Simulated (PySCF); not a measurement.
**Pb⁷⁷⁺, Bi⁷⁸⁺: fine-structure interval with spin-orbit coupling**

Aim: the fine-structure interval of these ions from differences of total energies, at each level of theory, and how far each lands from the tabulated value where there is one.

The numbers are computed with PySCF 2.14.0 (two-component X2C-1e, generalised determinants), except any that are marked as measured or tabulated.

2 further runs of the same task are left out: 2 set aside as unsound or not needed.

**1. What is computed**

```
Elements                                  : lead (Z = 82), bismuth (Z = 83)
Basis                                     : one for each species, given in its step
Hamiltonian                               : two-component X2C-1e, Gaussian nucleus, no Breit or QED terms; spin-orbit coupling, run by run: screened by Boettger's factors; bare
Core shells frozen in the correlated runs : none (for Pb⁷⁷⁺)
State 1                                   : Pb⁷⁷⁺ 2p J=3/2: [He] 2s2 2p1; 2p3/2 filled at m_j = +3/2
State 2                                   : Bi⁷⁸⁺ 2p J=3/2: [He] 2s2 2p1; 2p3/2 filled at m_j = +3/2
Needed too, but not shown                 : Pb⁷⁷⁺ [He] 2s2 2p1 (2P), Bi⁷⁸⁺ [He] 2s2 2p1 (2P)
Methods                                   : GHF, GMP2
```

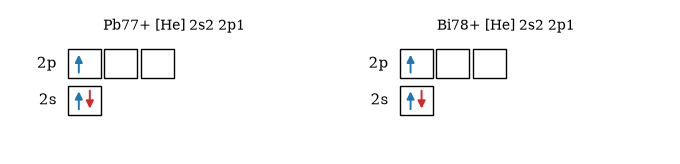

Outer shells as boxes.

A driver program built on PySCF's X2C-1e integrals ran all steps in one process from the settings above; there is no separate input file.

The integrals over 108 functions and the set-up took 0.37 s of CPU time.

**2. Pb⁷⁷⁺ 2p J=3/2**

Basis: an even-tempered Gaussian basis (16 s from 69 bohr⁻², ratio 2.4; 13 p from 90 bohr⁻², ratio 2.4; 5 d from 290 bohr⁻², ratio 2.6; 4 f from 430 bohr⁻², ratio 2.6).

GHF (screened spin-orbit):

The log of the run:

```text
cycle= 1 E= -10012.1917813377  delta_E= -1e+04  |FDS-SDF|= 0.603
cycle= 2 E= -10012.2054335833  delta_E= -0.0137  |FDS-SDF|= 0.0109
cycle= 3 E= -10012.2054387978  delta_E= -5.21e-06  |FDS-SDF|= 7.58e-05
cycle= 4 E= -10012.2054387981  delta_E= -2.24e-10  |FDS-SDF|= 1.2e-06
```

It used 2.1 s of CPU time after the integrals (shared host).

Occupied spinors:

| spinor shell | electrons | mean energy (eV) | weight of the nominal j | rms radius (bohr) |
| --- | --- | --- | --- | --- |
| 1s1/2 | 2 | -98172.7 | 1.000 | 0.0180 |
| 2s1/2 | 2 | -24233.8 | 1.000 | 0.0703 |
| 2p3/2 | 1 | -21600.1 | 1.000 | 0.0663 |

M_J = 3/2, ⟨J²⟩ = 3.750, ⟨L²⟩ = 2.000, ⟨S²⟩ = 0.750.

GMP2 (screened spin-orbit):

The driver printed no log here.

It used 0.15 s of CPU time after the integrals (shared host).

With 5 electrons correlated and 26 very high virtual spinors dropped, the MP2 correlation energy is -0.33641 hartree. Largest pairs: 2s1/2-2s1/2 -0.1868, 1s1/2-1s1/2 -0.0696, 2p3/2-2s1/2 -0.0433, 1s1/2-2s1/2 -0.0268, 1s1/2-2p3/2 -0.0099.

At this charge the one-electron X2C treatment keeps the bare 1/r₁₂, with no two-electron picture change or Breit term, which inflates the 1s pair energies well beyond their four-component values.

GHF (bare spin-orbit):

The log of the run:

```text
cycle= 1 E= -10011.6410559430  delta_E= -1e+04  |FDS-SDF|= 0.602
cycle= 2 E= -10011.6546995041  delta_E= -0.0136  |FDS-SDF|= 0.0109
cycle= 3 E= -10011.6547047091  delta_E= -5.2e-06  |FDS-SDF|= 7.59e-05
cycle= 4 E= -10011.6547047093  delta_E= -2.26e-10  |FDS-SDF|= 1.2e-06
```

It used 2.2 s of CPU time after the integrals (shared host).

Occupied spinors:

| spinor shell | electrons | mean energy (eV) | weight of the nominal j | rms radius (bohr) |
| --- | --- | --- | --- | --- |
| 1s1/2 | 2 | -98173.2 | 1.000 | 0.0180 |
| 2s1/2 | 2 | -24234.0 | 1.000 | 0.0703 |
| 2p3/2 | 1 | -21585.1 | 1.000 | 0.0663 |

M_J = 3/2, ⟨J²⟩ = 3.750, ⟨L²⟩ = 2.000, ⟨S²⟩ = 0.750.

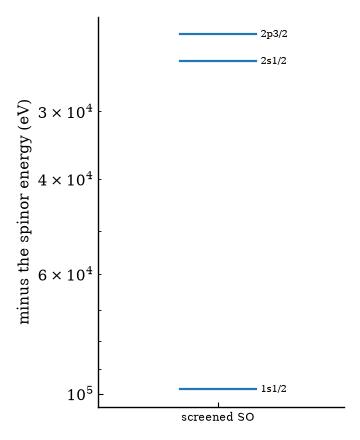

The highest 3 spinor levels of Pb⁷⁷⁺ 2p J=3/2 on a logarithmic scale.

**3. Bi⁷⁸⁺ 2p J=3/2, method by method**

Basis: an even-tempered Gaussian basis (16 s from 71 bohr⁻², ratio 2.4; 13 p from 92 bohr⁻², ratio 2.4; 5 d from 290 bohr⁻², ratio 2.6; 4 f from 440 bohr⁻², ratio 2.6).

GHF (screened spin-orbit):

The log of the run:

```text
cycle= 1 E= -10290.4771790968  delta_E= -1.03e+04  |FDS-SDF|= 0.612
cycle= 2 E= -10290.4908879096  delta_E= -0.0137  |FDS-SDF|= 0.0109
cycle= 3 E= -10290.4908930156  delta_E= -5.11e-06  |FDS-SDF|= 7.62e-05
cycle= 4 E= -10290.4908930159  delta_E= -2.2e-10  |FDS-SDF|= 1.2e-06
```

CPU time 2.4 s on a shared host, the integrals not counted.

Occupied spinors:

| spinor shell | electrons | mean energy (eV) | weight of the nominal j | rms radius (bohr) |
| --- | --- | --- | --- | --- |
| 1s1/2 | 2 | -100917.2 | 1.000 | 0.0177 |
| 2s1/2 | 2 | -24942.1 | 1.000 | 0.0692 |
| 2p3/2 | 1 | -22162.5 | 1.000 | 0.0654 |

M_J = 3/2, ⟨J²⟩ = 3.750, ⟨L²⟩ = 2.000, ⟨S²⟩ = 0.750.

GMP2 (screened spin-orbit):

This step left no log, only its results.

CPU time 0.15 s on a shared host, the integrals not counted.

With 5 electrons correlated and 26 very high virtual spinors dropped, the MP2 correlation energy is -0.33904 hartree. Largest pairs: 2s1/2-2s1/2 -0.1877, 1s1/2-1s1/2 -0.0706, 2p3/2-2s1/2 -0.0435, 1s1/2-2s1/2 -0.0273, 1s1/2-2p3/2 -0.0099.

GHF (bare spin-orbit):

The log of the run:

```text
cycle= 1 E= -10289.9054844482  delta_E= -1.03e+04  |FDS-SDF|= 0.612
cycle= 2 E= -10289.9191845807  delta_E= -0.0137  |FDS-SDF|= 0.0109
cycle= 3 E= -10289.9191896773  delta_E= -5.1e-06  |FDS-SDF|= 7.63e-05
cycle= 4 E= -10289.9191896775  delta_E= -2.18e-10  |FDS-SDF|= 1.2e-06
```

It used 2.2 s of CPU time after the integrals (shared host).

Occupied spinors:

| spinor shell | electrons | mean energy (eV) | weight of the nominal j | rms radius (bohr) |
| --- | --- | --- | --- | --- |
| 1s1/2 | 2 | -100917.7 | 1.000 | 0.0177 |
| 2s1/2 | 2 | -24942.2 | 1.000 | 0.0692 |
| 2p3/2 | 1 | -22147.0 | 1.000 | 0.0654 |

M_J = 3/2, ⟨J²⟩ = 3.750, ⟨L²⟩ = 2.000, ⟨S²⟩ = 0.750.

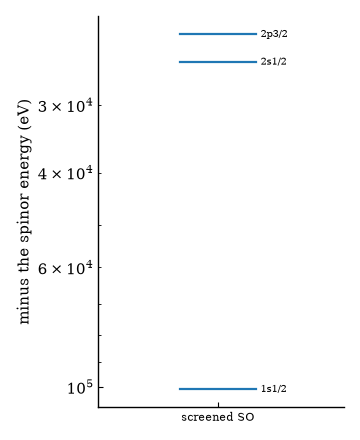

The highest 3 spinor levels of Bi⁷⁸⁺ 2p J=3/2 on a logarithmic scale.

**4. The energy differences**

Fine-structure interval: Pb⁷⁷⁺ [He] 2s2 2p1 [2p1/2^1, M_J = 1/2] → Pb⁷⁷⁺ [He] 2s2 2p1 [2p3/2^1, M_J = 3/2].

| method | value (eV) |
| --- | --- |
| GHF (screened spin-orbit) | 2371.4 |
| GMP2 (screened spin-orbit) | 2368.6 |
| GHF (bare spin-orbit) | 2440.0 |

Fine-structure interval: Bi⁷⁸⁺ [He] 2s2 2p1 [2p1/2^1, M_J = 1/2] → Bi⁷⁸⁺ [He] 2s2 2p1 [2p3/2^1, M_J = 3/2].

| method | value (eV) |
| --- | --- |
| GHF (screened spin-orbit) | 2510.1 |
| GMP2 (screened spin-orbit) | 2507.2 |
| GHF (bare spin-orbit) | 2582.1 |

The differences also use runs on Pb⁷⁷⁺ [He] 2s2 2p1 (2P), Bi⁷⁸⁺ [He] 2s2 2p1 (2P), which are not shown here.

**5. What came out**

```
                                 quantity                                                                   value
fine-structure interval, Pb⁷⁷⁺ → 2p J=3/2  GHF (screened spin-orbit) 2371.4, GMP2 (screened spin-orbit) 2368.6 eV
fine-structure interval, Bi⁷⁸⁺ → 2p J=3/2  GHF (screened spin-orbit) 2510.1, GMP2 (screened spin-orbit) 2507.2 eV
```

For the first difference the methods span 71.393 eV, from GMP2 (screened spin-orbit) (2368.6) to GHF (bare spin-orbit) (2440.0). No reference value is at hand in this session. The basis is finite, and no extrapolation was made.
